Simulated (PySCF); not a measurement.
# BLYP/def2-TZVPP (core potential) run of InF (SMILES [F][In])

Aim: the energy change on altering one bond length of InF at BLYP/def2-TZVPP (core potential), from 2 runs. 

The results are computed with PySCF 2.14.0.

4 further runs of the same task are left out: 4 set aside as unsound or not needed. Runs told in other sessions of the task aren't counted.

### Step 1. The system as given

InF: 2 atoms, total charge 0, spin state singlet. SMILES: `[F][In]`. The shape comes from GFN2-xTB, which is rough for such elements, and wasn't checked as a minimum.

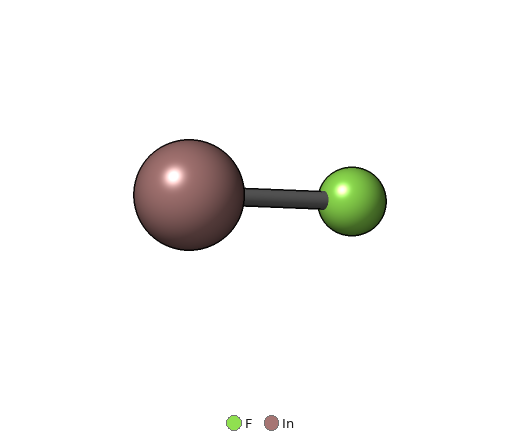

Viewed from a chosen angle; fluorine green, indium brown.

### Step 2. A single-point energy at BLYP/def2-TZVPP (core potential)

Input file run.py:

```python
# InF
from pyscf import gto, dft

mol = gto.M(
    atom='''
F      0.000000     0.000000     0.000000
In     0.000000     0.000000     3.827621
''',
    spin=0,
    verbose=4,
    max_memory=1860,
    ecp={'In': 'def2-svp'},
    unit='bohr',
    basis='def2-tzvpp',
    charge=0,
)

myscf = dft.RKS(mol, xc='blyp')
myscf.conv_tol = 1e-10
myscf.grids.level = 5
myscf.kernel()
if not myscf.converged:
    myscf = myscf.newton().run(myscf.mo_coeff, myscf.mo_occ)

energy = myscf.e_tot
print(f'total energy: {energy:.8f} hartree')
```

Launch:

```console
$ OMP_NUM_THREADS=1 python run.py
```

Output:

```text
PySCF version 2.14.0

[INPUT] num. atoms = 2
[INPUT] num. electrons = 30
[INPUT] charge = 0
[INPUT] spin (= nelec alpha-beta = 2S) = 0
[INPUT] symmetry False subgroup None
[INPUT] Mole.unit = bohr
[INPUT] Symbol           X                Y                Z      unit          X                Y                Z       unit  Magmom
[INPUT]  1 F      0.000000000000   0.000000000000   0.000000000000 AA    0.000000000000   0.000000000000   0.000000000000 Bohr   0.0
[INPUT]  2 In     0.000000000000   0.000000000000   2.025489805239 AA    0.000000000000   0.000000000000   3.827621000000 Bohr   0.0

nuclear repulsion = 49.3779295285505
number of shells = 27
number of NR pGTOs = 137
number of NR cGTOs = 81
basis = def2-tzvpp
ecp = {'In': 'def2-svp'}

******** <class 'pyscf.dft.rks.RKS'> ********
method = RKS
initial guess = minao
damping factor = 0
level_shift factor = 0
DIIS = <class 'pyscf.scf.diis.CDIIS'>
diis_start_cycle = 1
diis_space = 8
diis_damp = 0
SCF conv_tol = 1e-10
SCF conv_tol_grad = None
SCF max_cycles = 50
direct_scf = True
direct_scf_tol = 1e-13
XC library pyscf.dft.libxc version 7.0.0
    S. Lehtola, C. Steigemann, M. J.T. Oliveira, and M. A.L. Marques.,  SoftwareX 7, 1–5 (2018)
XC functionals = blyp
    A. D. Becke.,  Phys. Rev. A 38, 3098 (1988)
    C. Lee, W. Yang, and R. G. Parr.,  Phys. Rev. B 37, 785 (1988)
    B. Miehlich, A. Savin, H. Stoll, and H. Preuss.,  Chem. Phys. Lett. 157, 200 (1989)
radial grids:
    Treutler-Ahlrichs [JCP 102, 346 (1995); DOI:10.1063/1.469408] (M4) radial grids

becke partition: Becke, JCP 88, 2547 (1988); DOI:10.1063/1.454033
pruning grids: <function nwchem_prune>
grids dens level: 5
symmetrized grids: False
atomic radii adjust function: <function treutler_atomic_radii_adjust>
small_rho_cutoff = 0
Set gradient conv threshold to 1e-05
Initial guess from minao.
tot grids = 91208
init E= -257.513785305802
  HOMO = -0.71660288950355  LUMO = -0.488871162931943  gap/eV = 6.19690
cycle= 1 E= -289.345754183764  delta_E= -31.8  |g|= 2.02  |ddm|= 43.6
  HOMO = -0.0636972433272615  LUMO = 0.00227086675746999  gap/eV = 1.79508
cycle= 2 E= -287.360685663046  delta_E= 1.99  |g|= 4.15  |ddm|=  9.1
  HOMO = -0.243707412211545  LUMO = -0.0694947857727138  gap/eV = 4.74057
cycle= 3 E= -289.825644888344  delta_E= -2.46  |g|= 1.14  |ddm|= 3.62
  HOMO = -0.232787617207808  LUMO = -0.0807094029930082  gap/eV = 4.13826
cycle= 4 E= -290.041422571948  delta_E= -0.216  |g|= 0.29  |ddm|= 0.948
  HOMO = -0.229649561625006  LUMO = -0.0810740825375011  gap/eV = 4.04294
cycle= 5 E= -290.048941252404  delta_E= -0.00752  |g|= 0.117  |ddm|= 0.217
  HOMO = -0.233277654557117  LUMO = -0.0810750595647295  gap/eV = 4.14164
cycle= 6 E= -290.051820297185  delta_E= -0.00288  |g|= 0.0289  |ddm|= 0.102
  HOMO = -0.236452664698582  LUMO = -0.0821070914141802  gap/eV = 4.19996
cycle= 7 E= -290.051954634003  delta_E= -0.000134  |g|= 0.00734  |ddm|= 0.032
  HOMO = -0.236196236111958  LUMO = -0.0822771369990171  gap/eV = 4.18835
cycle= 8 E= -290.051965534439  delta_E= -1.09e-05  |g|= 0.000923  |ddm|= 0.00691
  HOMO = -0.236149373267871  LUMO = -0.0822039073283154  gap/eV = 4.18907
cycle= 9 E= -290.05196570585  delta_E= -1.71e-07  |g|= 5.38e-05  |ddm|= 0.00142
  HOMO = -0.236149425923355  LUMO = -0.0822027909055925  gap/eV = 4.18910
cycle= 10 E= -290.05196570626  delta_E= -4.1e-10  |g|= 1.72e-05  |ddm|= 4.82e-05
  HOMO = -0.236149077365361  LUMO = -0.0822033517851457  gap/eV = 4.18908
cycle= 11 E= -290.051965706325  delta_E= -6.43e-11  |g|= 6.61e-07  |ddm|= 1.46e-05
  HOMO = -0.236149055450099  LUMO = -0.0822034215221284  gap/eV = 4.18907
Extra cycle  E= -290.051965706318  delta_E= 6.93e-12  |g|= 2.07e-06  |ddm|= 2.36e-06
converged SCF energy = -290.051965706318
total energy: -290.05196571 hartree
```

It took 5.4 s on 1 thread of Arm Neoverse V2, shared host; peak memory 0.37 GiB.

### Step 3. The distorted shape

Input file geometry.xyz:

```xyz
2
FIn
F      0.000000     0.000000    -0.607610
In     0.000000     0.000000     2.025490
```

Input file run.py:

```python
from pyscf import gto, dft

mol = gto.M(
    atom='geometry.xyz',
    charge=0,
    ecp={'In': 'def2-svp'},
    verbose=4,
    max_memory=1860,
    basis='def2-tzvpp',
)

calc0 = dft.RKS(mol, xc='blyp')
calc0.conv_tol = 1e-10
calc0.grids.level = 5
calc0.kernel()
if not calc0.converged:
    calc0 = calc0.newton().run(calc0.mo_coeff, calc0.mo_occ)

etot = calc0.e_tot
print('E = %.10f Eh' % etot)
```

Launch:

```console
$ OMP_NUM_THREADS=1 python run.py
```

Output:

```text
PySCF version 2.14.0

[INPUT] num. atoms = 2
[INPUT] num. electrons = 30
[INPUT] charge = 0
[INPUT] spin (= nelec alpha-beta = 2S) = 0
[INPUT] symmetry False subgroup None
[INPUT] Mole.unit = angstrom
[INPUT] Symbol           X                Y                Z      unit          X                Y                Z       unit  Magmom
[INPUT]  1 F      0.000000000000   0.000000000000  -0.607610000000 AA    0.000000000000   0.000000000000  -1.148216490547 Bohr   0.0
[INPUT]  2 In     0.000000000000   0.000000000000   2.025490000000 AA    0.000000000000   0.000000000000   3.827621368045 Bohr   0.0

nuclear repulsion = 37.983552794759
number of shells = 27
number of NR pGTOs = 137
number of NR cGTOs = 81
basis = def2-tzvpp
ecp = {'In': 'def2-svp'}

******** <class 'pyscf.dft.rks.RKS'> ********
method = RKS
initial guess = minao
damping factor = 0
level_shift factor = 0
DIIS = <class 'pyscf.scf.diis.CDIIS'>
diis_start_cycle = 1
diis_space = 8
diis_damp = 0
SCF conv_tol = 1e-10
SCF conv_tol_grad = None
SCF max_cycles = 50
direct_scf = True
direct_scf_tol = 1e-13
XC library pyscf.dft.libxc version 7.0.0
    S. Lehtola, C. Steigemann, M. J.T. Oliveira, and M. A.L. Marques.,  SoftwareX 7, 1–5 (2018)
XC functionals = blyp
    A. D. Becke.,  Phys. Rev. A 38, 3098 (1988)
    C. Lee, W. Yang, and R. G. Parr.,  Phys. Rev. B 37, 785 (1988)
    B. Miehlich, A. Savin, H. Stoll, and H. Preuss.,  Chem. Phys. Lett. 157, 200 (1989)
radial grids:
    Treutler-Ahlrichs [JCP 102, 346 (1995); DOI:10.1063/1.469408] (M4) radial grids

becke partition: Becke, JCP 88, 2547 (1988); DOI:10.1063/1.454033
pruning grids: <function nwchem_prune>
grids dens level: 5
symmetrized grids: False
atomic radii adjust function: <function treutler_atomic_radii_adjust>
small_rho_cutoff = 0
Set gradient conv threshold to 1e-05
[... 1 set-up line as earlier in the session ...]
tot grids = 91208
init E= -257.429117448688
  HOMO = -0.631518070253008  LUMO = -0.494350793538379  gap/eV = 3.73251
cycle= 1 E= -289.329909545972  delta_E= -31.9  |g|=    2  |ddm|= 43.2
  HOMO = -0.0371404171383557  LUMO = 0.043773567100782  gap/eV = 2.20178
cycle= 2 E= -279.919442619388  delta_E= 9.41  |g|= 4.76  |ddm|= 8.72
  HOMO = -0.226768714116552  LUMO = -0.0449838386151117  gap/eV = 4.94662
cycle= 3 E= -288.896047493477  delta_E= -8.98  |g|= 2.53  |ddm|= 3.39
  HOMO = -0.262089240245778  LUMO = -0.0638226885657397  gap/eV = 5.39511
cycle= 4 E= -289.733089434687  delta_E= -0.837  |g|= 1.15  |ddm|= 1.52
  HOMO = -0.204880538605214  LUMO = -0.108569170017158  gap/eV = 2.62077
cycle= 5 E= -289.996601849127  delta_E= -0.264  |g|= 0.278  |ddm|= 1.14
  HOMO = -0.194973235821997  LUMO = -0.109598493148778  gap/eV = 2.32317
cycle= 6 E= -290.007807873608  delta_E= -0.0112  |g|= 0.132  |ddm|= 0.459
  HOMO = -0.195932416420123  LUMO = -0.109233929091137  gap/eV = 2.35919
cycle= 7 E= -290.01083940873  delta_E= -0.00303  |g|= 0.0484  |ddm|= 0.149
  HOMO = -0.197124139313637  LUMO = -0.10981390920185  gap/eV = 2.37583
cycle= 8 E= -290.010857594068  delta_E= -1.82e-05  |g|= 0.0486  |ddm|= 0.011
  HOMO = -0.197002599309931  LUMO = -0.109773803205522  gap/eV = 2.37362
cycle= 9 E= -290.010833642957  delta_E= 2.4e-05  |g|= 0.0499  |ddm|= 0.000878
  HOMO = -0.197106500325113  LUMO = -0.110064619784434  gap/eV = 2.36853
cycle= 10 E= -290.010777063321  delta_E= 5.66e-05  |g|= 0.0524  |ddm|= 0.00895
  HOMO = -0.203991700077006  LUMO = -0.109465396432133  gap/eV = 2.57219
cycle= 11 E= -290.011239433255  delta_E= -0.000462  |g|= 0.0217  |ddm|= 0.0484
  HOMO = -0.201357454689163  LUMO = -0.109863269707811  gap/eV = 2.48968
cycle= 12 E= -290.011353669511  delta_E= -0.000114  |g|= 0.00214  |ddm|= 0.0184
  HOMO = -0.201521483967916  LUMO = -0.109768475015683  gap/eV = 2.49673
cycle= 13 E= -290.011354822711  delta_E= -1.15e-06  |g|= 2.73e-05  |ddm|= 0.0021
  HOMO = -0.201522536566718  LUMO = -0.109773746497295  gap/eV = 2.49661
cycle= 14 E= -290.011354822998  delta_E= -2.87e-10  |g|= 4.6e-06  |ddm|= 8.12e-05
  HOMO = -0.201522192148805  LUMO = -0.109773750735044  gap/eV = 2.49660
cycle= 15 E= -290.011354823001  delta_E= -2.5e-12  |g|= 7.54e-07  |ddm|= 4.07e-06
  HOMO = -0.201521798296561  LUMO = -0.109773759681847  gap/eV = 2.49659
Extra cycle  E= -290.011354822998  delta_E= 2.9e-12  |g|= 3.61e-06  |ddm|= 2.89e-06
converged SCF energy = -290.011354822998
E = -290.0113548230 Eh
```

It took 6.6 s on 1 thread of Arm Neoverse V2, shared host; peak memory 0.37 GiB.

### Step 4. Results

At BLYP/def2-TZVPP (core potential):

| quantity | value |
| --- | --- |
| first shape: total energy | -290.05197 Eh |
| first shape: dipole moment | 3.28 D |
| first shape: HOMO energy | -6.43 eV |
| first shape: LUMO energy | -2.24 eV |
| first shape: HOMO–LUMO gap | 4.19 eV |
| distorted shape: total energy | -290.01135 Eh |
| distorted shape: dipole moment | 6.63 D |
| distorted shape: HOMO energy | -5.48 eV |
| distorted shape: LUMO energy | -2.99 eV |
| distorted shape: HOMO–LUMO gap | 2.50 eV |
| energy change with the F1–In2 bond stretched from 2.025 to 2.633 Å | 1.105 eV |

In words: With the F1–In2 bond stretched from 2.025 to 2.633 Å the energy rises by 1.11 eV (107 kJ/mol). The first shape isn't relaxed at this level, so the change isn't measured from a minimum.
